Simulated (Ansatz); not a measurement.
# C3H3BClFO2: how energies converge with the basis set

Aim: see how fast density functionals converge with the basis set for C3H3BClFO2.

Method: one geometry, several basis sets; program: Ansatz 0.2.0, Gaussian basis.

Levels to be run: PBE0-D4/def2-SVP; ωB97M-V/def2-SVP; PBE0-D4/def2-QZVPP; ωB97M-V/def2-QZVPP; the functionals' def2-TZVPP values are taken from earlier runs.

## 1. Structure used throughout

All runs share one geometry, relaxed beforehand with PBE0-D4 in a triple-zeta def2 set.

11 atoms, charge 0, spin multiplicity 1.

Atoms are counted from 1 here; the program's logs count them from 0.

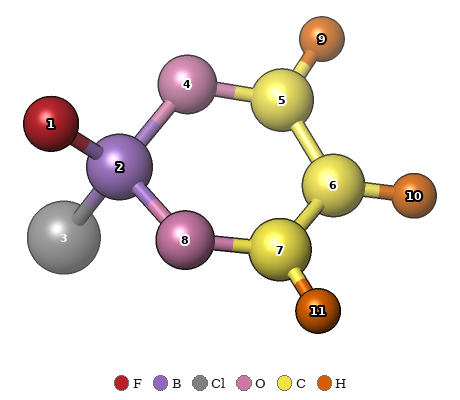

The structure; fluorine red, boron purple, chlorine grey, oxygen pink, carbon yellow, hydrogen orange; atoms are numbered from 1 in the order of the file.

## 2. PBE0-D4 in def2-SVP

in.yaml

```yaml
crystal:
  periodic: [false, false, false]
  atoms:
    - {symbol: F, position_ang: [-1.209520, -2.298003, -0.554607]}
    - {symbol: B, position_ang: [-0.588146, -1.127135, -0.778494]}
    - {symbol: Cl, position_ang: [-0.361490, -0.704368, -2.546062]}
    - {symbol: O, position_ang: [-1.387362, -0.018971, -0.134860]}
    - {symbol: C, position_ang: [-0.810717, 0.967401, 0.424253]}
    - {symbol: C, position_ang: [0.549810, 1.021851, 0.667221]}
    - {symbol: C, position_ang: [1.268273, -0.135369, 0.427049]}
    - {symbol: O, position_ang: [0.776200, -1.166609, -0.131935]}
    - {symbol: H, position_ang: [-1.476357, 1.767683, 0.746196]}
    - {symbol: H, position_ang: [1.001118, 1.873904, 1.150572]}
    - {symbol: H, position_ang: [2.303490, -0.237285, 0.751268]}
basis:
  gaussian: {orbitals: def2-SVP}
hamiltonian: {xc: pbe0, dispersion: d4}
output: {orbitals: {seedname: orbitals}}
```

Started as:

```
ansatz run in.yaml --threads 4 --pin off --events-out ev --progress --plain --max-ram 11315MiB
```

The log of the run:

```text
Functional definition: PBE0
  name "PBE0"
  cite "Adamo & Barone, J. Chem. Phys. 110, 6158 (1999) doi:10.1063/1.478522"
  cite "Perdew, Burke & Ernzerhof, Phys. Rev. Lett. 77, 3865 (1996) doi:10.1103/PhysRevLett.77.3865"
  parent pbe
  parameter a = 0.25
  parameter kappa = 0.804
  parameter beta = 0.06672455060314922
  exchange = (1 - a)*pbe_x(kappa = kappa, mu = beta*pi^2/3) + a*exact_x
  correlation = pbe_c(beta = beta)
1449 factors; their error is unknown
mean field evaluation 1: about -23141.7501 eV, gradient 4.9e1 eV
mean field evaluation 2: about -23140.2137 eV, gradient 5.9e1 eV
mean field evaluation 4: about -23146.1877 eV, gradient 3.2e0 eV
mean field evaluation 8: about -23146.2059 eV, gradient 5.5e-2 eV
mean field evaluation 16: about -23146.2607 eV, gradient 3.6e-5 eV
mean field -23146.26070169 eV, -850.6093916880 hartree, gradient 3.6e-5 eV, S^2 0.000000; 0 other end points of the search recorded, 0 dependent functions left out
reference -23146.26072808 eV, -850.6093926580 hartree; 34, 34 occupied and 97, 97 virtual orbitals, 1449 factors
Total energy: -23146.53304347 eV, -850.6194000638 hartree
```

Wall time 2 s (4 threads of Arm Neoverse V2, shared host); peak memory 0.36 GiB.

## 3. ωB97M-V in def2-SVP

Edit in.yaml of step 2 so:

```diff
@@ -16,3 +16,3 @@
   gaussian: {orbitals: def2-SVP}
-hamiltonian: {xc: pbe0, dispersion: d4}
+hamiltonian: {xc: {name: wB97M-V}}
 output: {orbitals: {seedname: orbitals}}
```

Same command.

The log of the run, shortened:

```text
Functional definition: wB97M-V
  name "wB97M-V"
  cite "Mardirossian & Head-Gordon, J. Chem. Phys. 144, 214110 (2016) doi:10.1063/1.4952647"
  cite "Becke, J. Chem. Phys. 107, 8554 (1997) doi:10.1063/1.475007"
  cite "Vydrov & Van Voorhis, J. Chem. Phys. 133, 244103 (2010) doi:10.1063/1.3521275"
  # Of w^i u^j: cxij and so on, Table III.
[...]
  gx(w, u) = 1 - cx + cx01*u + cx10*w
  gss(w, u) = css00 + css04*u^4 + css10*w + css20*w^2 + css43*w^4*u^3
  gos(w, u) = cos00 + cos10*w + (cos20 + cos21*u)*w^2 + (cos60 + cos61*u)*w^6
[...]
      + integral(e_c_pw_mod_opposite_spin*gos(b97_w_opposite, b97_u_opposite)) + vv10(b, c)
1442 factors; their error is unknown
293 factors; integrals over basis functions are off by at most 6.6e-6 eV
[...]
mean field -23158.12170577 eV, -851.0452755484 hartree, gradient 5.4e-5 eV, S^2 0.000000; 0 other end points of the search recorded, 0 dependent functions left out
reference -23158.12174519 eV, -851.0452769971 hartree; 34, 34 occupied and 97, 97 virtual orbitals, 1442 factors
Total energy: -23158.12174519 eV, -851.0452769971 hartree
```

It took 7 s on 4 threads of Arm Neoverse V2, shared host; peak memory 0.48 GiB.

## 4. PBE0-D4 in def2-QZVPP

Edit in.yaml of step 3 so:

```diff
@@ -15,4 +15,4 @@
 basis:
-  gaussian: {orbitals: def2-SVP}
-hamiltonian: {xc: {name: wB97M-V}}
+  gaussian: {orbitals: "def2-QZVPP.json"}
+hamiltonian: {xc: pbe0, dispersion: d4}
 output: {orbitals: {seedname: orbitals}}
```

The command is unchanged.

The log of the run:

```text
Functional definition: PBE0
  name "PBE0"
  cite "Adamo & Barone, J. Chem. Phys. 110, 6158 (1999) doi:10.1063/1.478522"
  cite "Perdew, Burke & Ernzerhof, Phys. Rev. Lett. 77, 3865 (1996) doi:10.1103/PhysRevLett.77.3865"
  parent pbe
  parameter a = 0.25
  parameter kappa = 0.804
  parameter beta = 0.06672455060314922
  exchange = (1 - a)*pbe_x(kappa = kappa, mu = beta*pi^2/3) + a*exact_x
  correlation = pbe_c(beta = beta)
1801 factors; their error is unknown
mean field evaluation 1: about -23156.7826 eV, gradient 6.2e1 eV
mean field evaluation 2: about -23154.0709 eV, gradient 7.6e1 eV
mean field evaluation 4: about -23163.5075 eV, gradient 4.9e0 eV
mean field evaluation 8: about -23163.5715 eV, gradient 4.4e-1 eV
mean field evaluation 16: about -23163.5717 eV, gradient 1.3e-4 eV
mean field -23163.57168372 eV, -851.2455585437 hartree, gradient 3.9e-5 eV, S^2 0.000000; 0 other end points of the search recorded, 0 dependent functions left out
reference -23163.57172179 eV, -851.2455599430 hartree; 34, 34 occupied and 525, 525 virtual orbitals, 1801 factors
Total energy: -23163.84403717 eV, -851.2555673487 hartree
```

Wall time 18 s (4 threads of Arm Neoverse V2, shared host); peak memory 2.6 GiB.

## 5. ωB97M-V in def2-QZVPP

Edit in.yaml of step 4 so:

```diff
@@ -16,3 +16,3 @@
   gaussian: {orbitals: "def2-QZVPP.json"}
-hamiltonian: {xc: pbe0, dispersion: d4}
+hamiltonian: {xc: {name: wB97M-V}}
 output: {orbitals: {seedname: orbitals}}
```

Same command.

The log of the run, shortened:

```text
Functional definition: wB97M-V
  name "wB97M-V"
  cite "Mardirossian & Head-Gordon, J. Chem. Phys. 144, 214110 (2016) doi:10.1063/1.4952647"
  cite "Becke, J. Chem. Phys. 107, 8554 (1997) doi:10.1063/1.475007"
  cite "Vydrov & Van Voorhis, J. Chem. Phys. 133, 244103 (2010) doi:10.1063/1.3521275"
  # Of w^i u^j: cxij and so on, Table III.
[...]
  gx(w, u) = 1 - cx + cx01*u + cx10*w
  gss(w, u) = css00 + css04*u^4 + css10*w + css20*w^2 + css43*w^4*u^3
  gos(w, u) = cos00 + cos10*w + (cos20 + cos21*u)*w^2 + (cos60 + cos61*u)*w^6
[...]
      + integral(e_c_pw_mod_opposite_spin*gos(b97_w_opposite, b97_u_opposite)) + vv10(b, c)
1785 factors; their error is unknown
398 factors; integrals over basis functions are off by at most 1.2e-5 eV
[...]
mean field -23175.61704425 eV, -851.6882173789 hartree, gradient 7.4e-5 eV, S^2 0.000000; 0 other end points of the search recorded, 0 dependent functions left out
reference -23175.61710613 eV, -851.6882196528 hartree; 34, 34 occupied and 525, 525 virtual orbitals, 1785 factors
Total energy: -23175.61710613 eV, -851.6882196528 hartree
```

It took 38 s on 4 threads of Arm Neoverse V2, shared host; peak memory 2.9 GiB.

## 6. Density functionals: the series

The def2-TZVPP values come from earlier runs at the same geometry.

```csv
functional,basis,functions,energy (eV),from the largest (eV),HOMO (eV),LUMO (eV)
PBE0-D4,def2-SVP,131,-23146.5330,17.311,-8.08,-2.94
PBE0-D4,def2-TZVPP,301,-23162.9315,0.913,-8.25,-2.99
PBE0-D4,def2-QZVPP,559,-23163.8440,0.000,-8.28,-3.03
ωB97M-V,def2-SVP,131,-23158.1217,17.495,-10.30,-0.73
ωB97M-V,def2-TZVPP,301,-23174.7616,0.855,-10.44,-0.84
ωB97M-V,def2-QZVPP,559,-23175.6171,0.000,-10.48,-0.89
```

## 7. Results

```
                                       quantity           value
PBE0-D4: double and triple zeta above quadruple  17.31, 0.91 eV
ωB97M-V: double and triple zeta above quadruple  17.50, 0.86 eV
```

**Reading.** For PBE0-D4 the step from double to triple zeta gains 16.40 eV and the next only 0.91 eV. These are total energies; as a rule much of such shifts cancels in differences, which this series doesn't test.

For PBE0-D4 the largest set took about 9 times as long as the smallest (18 s against 2 s).
